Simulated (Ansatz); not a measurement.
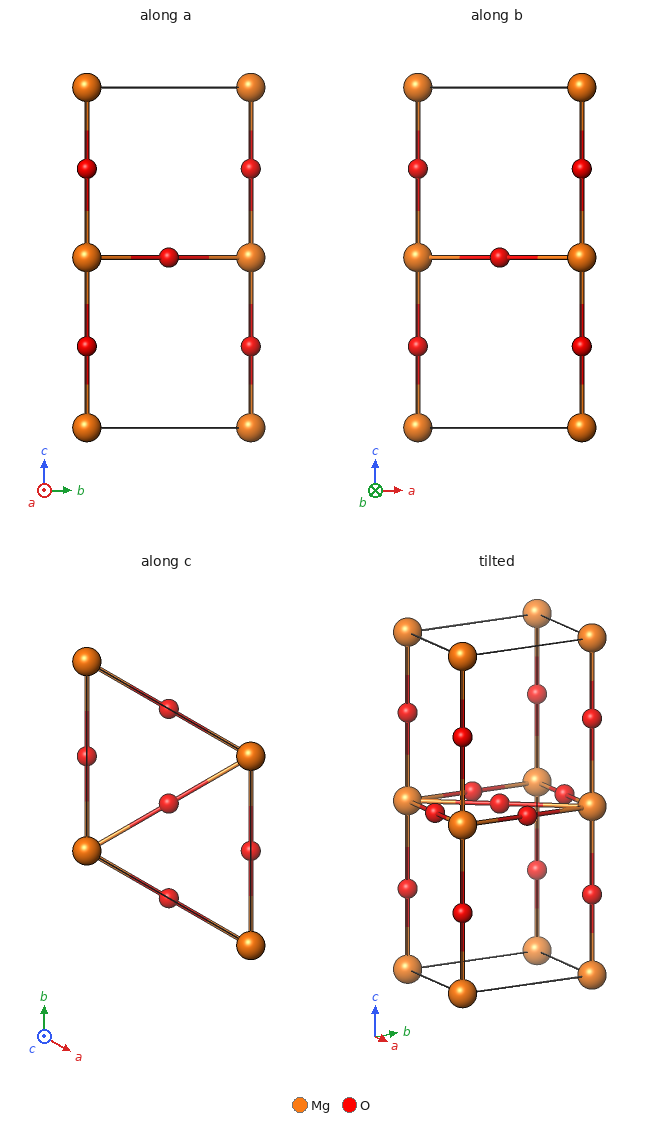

Ball-and-stick drawing of the structure, looking along the a axis, along the b axis, along the c axis and slightly off an axis. Atoms at the boundary of the conventional unit cell (the box) are drawn once for each face, edge or corner they touch.

Lattice parameters: a = 4.244 Å, b = 4.244 Å, c = 7.627 Å, α = 90.00°, β = 90.00°, γ = 120.00°.

Q: Put the structure into a table of Wyckoff sites, with free fractional coordinates to two decimals.

A: Space group P6/mmm (No. 191).
```json
{"atom": "Mg", "site": "1a", "x": "0.00", "y": "0.00", "z": "0.00"}
{"atom": "Mg", "site": "1b", "x": "0.00", "y": "0.00", "z": "0.50"}
{"atom": "O", "site": "3g", "x": "0.50", "y": "0.00", "z": "0.50"}
{"atom": "O", "site": "2e", "x": "0.00", "y": "0.00", "z": "0.24"}
```

The cell started as a random cell made by a generator, so it need not be a real form of the compound. Relaxation method: DFT PBE, scalar-relativistic, plane waves, PAW in Ansatz.
